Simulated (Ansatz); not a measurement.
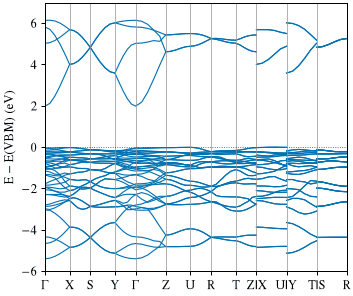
*Band structure from r²SCAN in the plane-wave PAW code Ansatz*

The gap is 1.98 eV; an edge lies off the plotted path or next to a special point (maximum off the standard path, minimum at Γ).

The material is TlF$_{3}$ in space group Pnma (No. 62; Tl on 4c, F on 8d, F on 4c).

The workflow started from a Materials Project entry (that database holds measured and hypothetical structures alike); the Crystallography Open Database files this formula in space group No. 62, but the cells were not matched. Its standing as an ambient phase is unchecked. The r²SCAN relaxation kept the symmetry of its start; its stability against distortions is not shown here. Spin–orbit coupling is left out wherever it is not named.

Potentials: the later of the program's two PAW sets.
